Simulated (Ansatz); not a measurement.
**Geometry relaxation of Zr₃O₆ (charge −1) (part 2 of 2)**

Continued. System: Zr₃O₆, charge −1, multiplicity 2. Method: UKS PBE-D4/def2-SVP (Ansatz 0.2.0). The geometry: GFN1-xTB start.

Geometry of the input (Å):
```
Zr 0.8685  1.5414  -0.5020
Zr 0.9689  -1.4750  0.5173
Zr -1.8377  -0.0372  0.0741
O  -0.8586  -1.3272  1.1284
O  -3.4823  -0.3006  -0.5444
O  1.6327  2.6822  -1.6294
O  1.8256  -3.0152  0.2925
O  -0.9592  1.6836  0.1104
O  1.8421  0.2480  0.5531
```

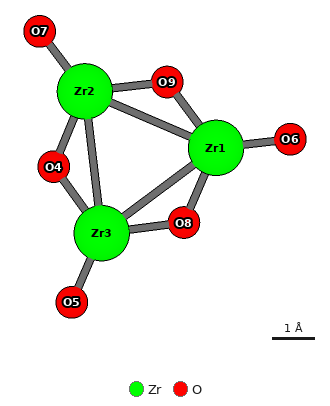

*The geometry at step 5 of the log (ball-and-stick view, seen on its broad side; atoms are numbered from 1 in the order of the input).*

### What the program printed, continued
```
relax step   9: F+E_penalty+E_count = -16118.16597989 eV  Δ(F+E_penalty+E_count) = -9.506e-3 eV  max|allowed force component| = 7.585e-2 eV/Å  Δτ_max = 0.0956 Å  (26 SCF iters, accepted)
these checks for a lower state are left out or cut short: stability, starts, cluster_reference, orbital_swaps, neighbouring_geometries, increment
1692 factors; their error is unknown
mean field evaluation 96: about -16117.2357 eV, gradient 7.4e0 eV
mean field -16117.76232877 eV, -592.3168405706 hartree, gradient 1.9e-6 eV, S^2 0.751646; 0 other end points of the search recorded, 0 dependent functions left out
the calculation of the forces begins
reference -16117.76238872 eV, -592.3168427736 hartree; 43, 42 occupied and 134, 135 virtual orbitals, 1692 factors
relax step  10: F+E_penalty+E_count = -16118.16650894 eV  Δ(F+E_penalty+E_count) = -5.291e-4 eV  max|allowed force component| = 2.917e-1 eV/Å  Δτ_max = 0.0951 Å  (28 SCF iters, accepted)
these checks for a lower state are left out or cut short: stability, starts, cluster_reference, orbital_swaps, neighbouring_geometries, increment
1692 factors; their error is unknown
mean field -16117.76656363 eV, -592.3169961990 hartree, gradient 1.5e-6 eV, S^2 0.751625; 0 other end points of the search recorded, 0 dependent functions left out
the calculation of the forces begins
reference -16117.76662352 eV, -592.3169983998 hartree; 43, 42 occupied and 134, 135 virtual orbitals, 1692 factors
relax step  11: F+E_penalty+E_count = -16118.17177686 eV  Δ(F+E_penalty+E_count) = -5.268e-3 eV  max|allowed force component| = 1.082e-2 eV/Å  Δτ_max = 0.0101 Å  (24 SCF iters, accepted)
Total energy: -16118.17183675 eV, -592.3318897111 hartree
Atom 0 at     0.948089     1.583186    -0.871821 Å, force    -0.001850    -0.004657    -0.000443 eV/Å
Atom 1 at     1.057980    -1.725118     0.248163 Å, force    -0.000035     0.003623    -0.002301 eV/Å
Atom 2 at    -2.019093    -0.149111    -0.237403 Å, force     0.003339     0.001525    -0.001441 eV/Å
Atom 3 at    -0.904905    -1.577822     0.615348 Å, force    -0.001801    -0.002891    -0.001315 eV/Å
Atom 4 at    -3.723607    -0.017678     0.317070 Å, force    -0.009948     0.000683     0.003288 eV/Å
Atom 5 at     1.763586     3.184394    -0.842174 Å, force     0.005537     0.010817    -0.000041 eV/Å
Atom 6 at     1.970603    -2.932609     1.217245 Å, force     0.005367    -0.007300     0.005800 eV/Å
Atom 7 at    -1.009801     1.567041    -0.453731 Å, force    -0.003888     0.000676    -0.002271 eV/Å
Atom 8 at     1.917148     0.067717     0.007303 Å, force     0.003279    -0.002477    -0.001276 eV/Å
Dipole moment:    -0.012812    -0.337758    -1.009493 e Å
Checks for a lower state left out: stability, starts, cluster_reference, orbital_swaps, neighbouring_geometries, increment
```

### Trajectory as extended XYZ (Å, eV, eV/Å), 11 frames, from step=1 to step=11
```
9
Properties=species:S:1:pos:R:3:forces:R:3 step=1 energy=-16117.13975
Zr    0.8685    1.5414   -0.5020    0.4904   0.7974  -0.5515
Zr    0.9689   -1.4750    0.5173    0.5661  -0.9376   0.0355
Zr   -1.8377   -0.0372    0.0741   -1.0644  -0.1063  -0.2171
O    -0.8586   -1.3272    1.1284   -1.0679  -1.6433   1.4289
O    -3.4823   -0.3006   -0.5444   -1.5812  -0.2184  -0.4882
O     1.6327    2.6822   -1.6294    0.7344   1.1339  -0.9755
O     1.8256   -3.0152    0.2925    0.8173  -1.4490  -0.1071
O    -0.9592    1.6836    0.1104   -1.1823   2.1010   0.1607
O     1.8421    0.2480    0.5531    2.2877   0.3222   0.7142
9
Properties=species:S:1:pos:R:3:forces:R:3 step=2 energy=-16117.99408
Zr    0.9409    1.6834   -0.5000   -0.1081  -0.1426   0.1961
Zr    1.0510   -1.5817    0.6043   -0.1245   0.2229   0.0747
Zr   -1.9893   -0.0250    0.1247    0.2297   0.0484   0.1295
O    -0.9177   -1.4615    1.0707    0.0182  -0.0441  -0.2396
O    -3.6687   -0.2903   -0.4937    0.1739   0.0359   0.0886
O     1.7212    2.8551   -1.6366   -0.0802  -0.1112   0.1430
O     1.9232   -3.1523    0.3891   -0.0909   0.1708   0.0475
O    -1.0255    1.7520   -0.0155    0.0172  -0.1058  -0.2164
O     1.9649    0.2203    0.4570   -0.0353  -0.0744  -0.2235
9
Properties=species:S:1:pos:R:3:forces:R:3 step=3 energy=-16118.03084
Zr    0.9311    1.6613   -0.5098    0.0905   0.1447  -0.1190
Zr    1.0401   -1.5703    0.5845    0.0965  -0.1798  -0.0056
Zr   -1.9690   -0.0295    0.1099   -0.1944  -0.0252  -0.0527
O    -0.9309   -1.5041    1.0174    0.0346   0.0442  -0.0579
O    -3.6833   -0.2653   -0.4176    0.2058   0.0373   0.0903
O     1.7297    2.8953   -1.5647   -0.0973  -0.1415   0.1581
O     1.9319   -3.1401    0.4695   -0.1070   0.1983   0.0413
O    -1.0402    1.7525   -0.0840    0.0372  -0.0667  -0.0192
O     1.9907    0.2003    0.3948   -0.0658  -0.0114  -0.0353
9
Properties=species:S:1:pos:R:3:forces:R:3 step=4 energy=-16118.04270
Zr    0.9297    1.6480   -0.5442    0.0902   0.1372  -0.1298
Zr    1.0386   -1.5803    0.5506    0.0964  -0.1772  -0.0177
Zr   -1.9679   -0.0407    0.0767   -0.1892  -0.0282  -0.0628
O    -0.9287   -1.5101    0.9842    0.0048   0.0033  -0.0088
O    -3.7121   -0.2441   -0.3516    0.1480   0.0292   0.0711
O     1.7448    2.9428   -1.5070   -0.0719  -0.1024   0.1233
O     1.9485   -3.1422    0.5429   -0.0770   0.1452   0.0360
O    -1.0375    1.7371   -0.1144    0.0057  -0.0072  -0.0047
O     1.9845    0.1895    0.3628   -0.0069   0.0001  -0.0067
9
Properties=species:S:1:pos:R:3:forces:R:3 step=5 energy=-16118.07912
Zr    0.9310    1.6208   -0.6424    0.1680   0.2566  -0.2177
Zr    1.0402   -1.6163    0.4625    0.1783  -0.3032  -0.0231
Zr   -1.9756   -0.0712   -0.0116   -0.3296  -0.0438  -0.1017
O    -0.9203   -1.5221    0.8945   -0.0383  -0.0567   0.0515
O    -3.7754   -0.1860   -0.1761    0.2889   0.0351   0.0766
O     1.7787    3.0584   -1.3472   -0.1478  -0.2332   0.1780
O     1.9867   -3.1359    0.7357   -0.1541   0.2643   0.0066
O    -1.0263    1.6914   -0.1932   -0.0402   0.0708   0.0060
O     1.9610    0.1610    0.2778    0.0746   0.0102   0.0237
9
Properties=species:S:1:pos:R:3:forces:R:3 step=6 energy=-16118.12693
Zr    0.9414    1.6137   -0.7307   -0.0600  -0.1220  -0.0215
Zr    1.0506   -1.6637    0.3814   -0.0566   0.0609  -0.0842
Zr   -1.9989   -0.1017   -0.0992    0.0987  -0.0187  -0.0602
O    -0.9164   -1.5458    0.7918    0.0068   0.0091   0.0036
O    -3.7973   -0.1236    0.0127    0.0418   0.0183   0.0501
O     1.7923    3.1404   -1.1674   -0.0132  -0.0072   0.0609
O     2.0019   -3.0924    0.9298   -0.0211   0.0509   0.0401
O    -1.0231    1.6479   -0.2933    0.0148  -0.0014   0.0073
O     1.9495    0.1252    0.1750   -0.0111   0.0100   0.0040
9
Properties=species:S:1:pos:R:3:forces:R:3 step=7 energy=-16118.15647
Zr    0.9409    1.5913   -0.7999   -0.0920  -0.1929   0.0024
Zr    1.0504   -1.6894    0.3107   -0.1003   0.1950  -0.1188
Zr   -2.0021   -0.1262   -0.1712    0.2471   0.0147  -0.0596
O    -0.9096   -1.5542    0.7235   -0.0151  -0.0097  -0.0049
O    -3.7679   -0.0782    0.1453   -0.1656   0.0153   0.0663
O     1.7810    3.1609   -1.0304    0.0755   0.1532   0.0160
O     1.9890   -3.0258    1.0548    0.0876  -0.1151   0.1070
O    -1.0145    1.6155   -0.3491   -0.0378  -0.0233  -0.0055
O     1.9327    0.1061    0.1162    0.0007  -0.0371  -0.0027
9
Properties=species:S:1:pos:R:3:forces:R:3 step=8 energy=-16118.06590 accepted=F
Zr    0.9444    1.5702   -0.8859    0.6127   1.3063   0.2287
Zr    1.0559   -1.7231    0.2261    0.6779  -0.9857   0.9764
Zr   -2.0110   -0.1533   -0.2583   -1.4186   0.0929   0.6330
O    -0.9035   -1.5704    0.6238    0.1030   0.0926  -0.1648
O    -3.7511   -0.0176    0.3257    1.4181  -0.1173  -0.5194
O     1.7768    3.2095   -0.8479   -0.6707  -1.3381  -0.0738
O     1.9836   -2.9543    1.2314   -0.7512   0.9980  -0.8654
O    -1.0123    1.5689   -0.4386    0.1727  -0.0959  -0.0871
O     1.9172    0.0701    0.0237   -0.1439   0.0473  -0.1274
9
Properties=species:S:1:pos:R:3:forces:R:3 step=9 energy=-16118.16598
Zr    0.9458    1.5919   -0.8293   -0.0020  -0.0220  -0.0758
Zr    1.0552   -1.7059    0.2882   -0.0113  -0.0330  -0.0748
Zr   -2.0120   -0.1348   -0.1957   -0.0020  -0.0357  -0.0746
O    -0.9077   -1.5684    0.6632   -0.0222  -0.0302   0.0579
O    -3.7570   -0.0477    0.2307   -0.0178   0.0110   0.0328
O     1.7779    3.1828   -0.9374    0.0045   0.0171   0.0280
O     1.9865   -2.9878    1.1388    0.0099  -0.0023   0.0365
O    -1.0126    1.5871   -0.4105   -0.0227   0.0700   0.0277
O     1.9239    0.0828    0.0519    0.0635   0.0251   0.0424
9
Properties=species:S:1:pos:R:3:forces:R:3 step=10 energy=-16118.16651
Zr    0.9496    1.5836   -0.8803    0.0962   0.2187   0.0977
Zr    1.0591   -1.7301    0.2425    0.1072  -0.1128   0.2038
Zr   -2.0223   -0.1517   -0.2435   -0.1987   0.0441   0.1537
O    -0.9028   -1.5713    0.6227    0.0186   0.0129  -0.0648
O    -3.7335   -0.0171    0.3161    0.2917  -0.0267  -0.1024
O     1.7682    3.1925   -0.8433   -0.1432  -0.2833  -0.0147
O     1.9770   -2.9399    1.2192   -0.1591   0.2043  -0.1749
O    -1.0072    1.5647   -0.4462    0.0241  -0.0437  -0.0447
O     1.9118    0.0692    0.0130   -0.0367  -0.0135  -0.0537
9
Properties=species:S:1:pos:R:3:forces:R:3 step=11 energy=-16118.17178
Zr    0.9481    1.5832   -0.8718   -0.0019  -0.0047  -0.0004
Zr    1.0580   -1.7251    0.2482    0.0000   0.0036  -0.0023
Zr   -2.0191   -0.1491   -0.2374    0.0033   0.0015  -0.0014
O    -0.9049   -1.5778    0.6153   -0.0018  -0.0029  -0.0013
O    -3.7236   -0.0177    0.3171   -0.0099   0.0007   0.0033
O     1.7636    3.1844   -0.8422    0.0055   0.0108   0.0000
O     1.9706   -2.9326    1.2172    0.0054  -0.0073   0.0058
O    -1.0098    1.5670   -0.4537   -0.0039   0.0007  -0.0023
O     1.9171    0.0677    0.0073    0.0033  -0.0025  -0.0013
```

### Summary

```csv
quantity,value
outcome,converged
total energy,−16118.1718 eV
mean-field energy,−16117.7666 eV
dispersion energy,−0.4052 eV
⟨S²⟩,0.752
HOMO (either spin),−1.13 eV
LUMO (either spin),−0.51 eV
largest force (length of the vector) at the end,0.012 eV/Å
hardware,"4 threads of Intel Xeon @ 2.50GHz, 31 GiB of memory available, shared host"
wall time,44 s (CPU time 2.7 min)
peak memory,0.32 GiB
```
